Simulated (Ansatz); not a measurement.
**CH4GeO···H2: density, localisation and related maps**

```xyz
9

Ge   -0.8010   -0.6674    1.0611
H    -2.4091   -0.6763   -1.1073
O     0.6549   -0.4584    0.0479
C     1.3925    0.7388    0.0896
H    -2.5740    0.0101   -0.8487
H    -1.0723   -2.1335    0.4811
H     0.9966    1.4542    0.8236
H     1.3797    1.2142   -0.8963
H     2.4325    0.5183    0.3491
```

The product side of a reaction path; geometry: PBE0-D4/def2-TZVP.

All numbers below come from RKS PBE0-D4/def2-TZVPP in Ansatz 0.2.0.

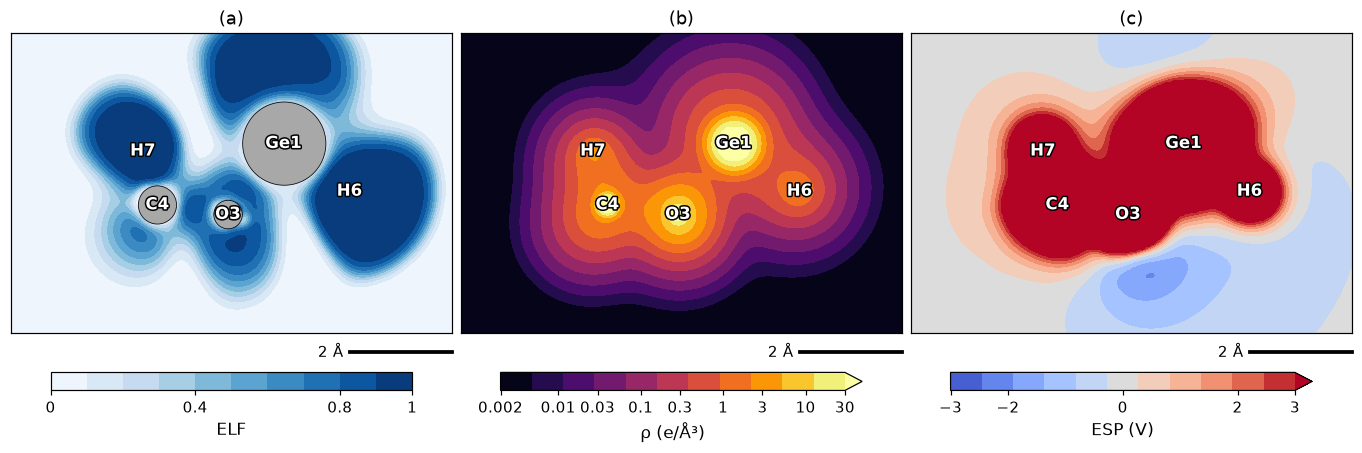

Figure 1. (a) ELF; (b) total electron density; (c) molecular electrostatic potential on the plane of atoms Ge1, O3 and C4. Grey discs cover the atomic cores in the ELF map.

### Interpret the plot.

- The section cuts through Ge, O, C and H sites.
- C–O (1.41 Å): ρ at the midpoint is about 2.1 e/Å³, with its minimum of 1.8 e/Å³ about 0.5 Å from C; the ELF peaks at about 0.85 between the atoms (a shared but strongly polarised pair).
- Ge–O (1.79 Å): the density is about 0.95 e/Å³ at the midpoint; the ELF peaks at about 0.85 in the valence shell of O, 0.6 Å from its nucleus, and is about 0.30 at the midpoint.
- C–H (1.10 Å): ρ is about 2 e/Å³ halfway; the ELF climbs to about 1 towards the hydrogen, as it does in any bond to H; a covalent bond by its length.
- Ge–H (1.60 Å): the density is about 0.93 e/Å³ at the midpoint; the ELF climbs to about 1 towards the hydrogen.
- The ELF also peaks beside O3, away from the bonds: lone-pair regions.
- Outside the dense part of the complex the potential is most negative (−1.9 V) near O3.

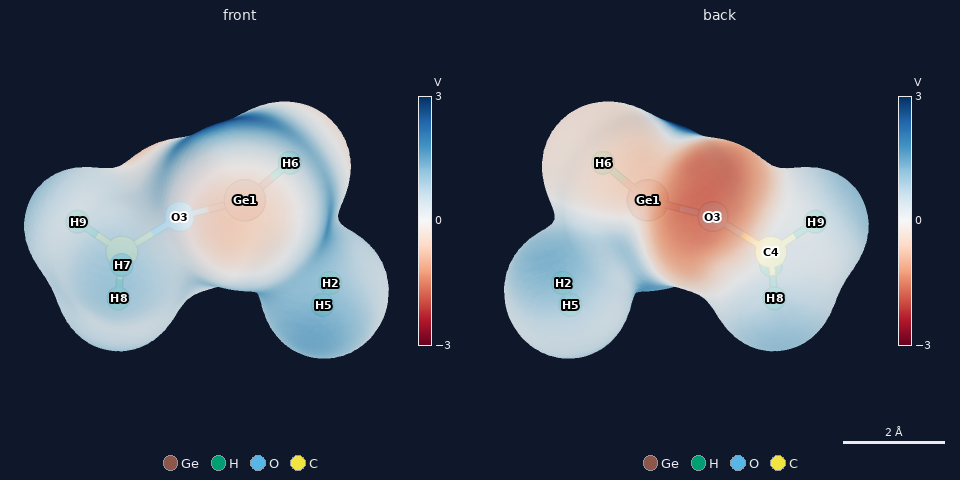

Figure 2. The molecular electrostatic potential painted on the density surface at 0.004 e/bohr³, seen from the front and from behind; red is negative and blue positive.

### Describe the electrostatic potential map.

The most negative region (about −1.7 V) lies over O3, the most positive (about +2.8 V) over Ge1. O3 is the likeliest acceptor of a hydrogen bond.

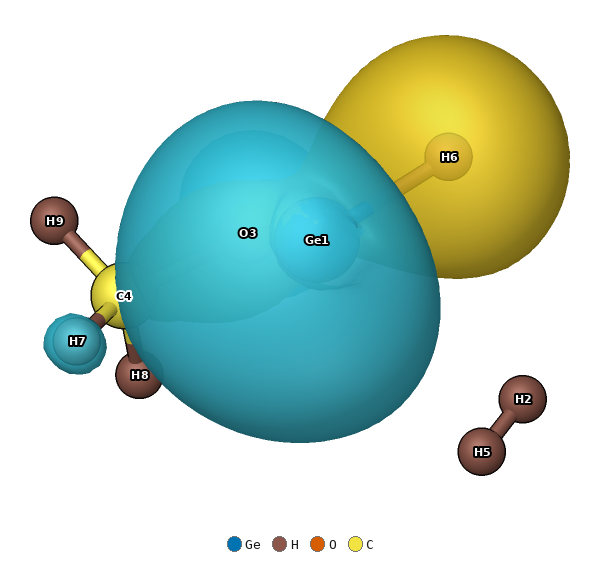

Figure 3. One frontier orbital at ±0.08 Å⁻³ᐟ² (yellow and cyan are the two phases), seen at a tilt.

### Which orbital is it: HOMO or LUMO?

The HOMO, at −6.63 eV. It lies mainly on Ge1 (about 65 %), H6 (about 20 %) and O3 (about 15 %).
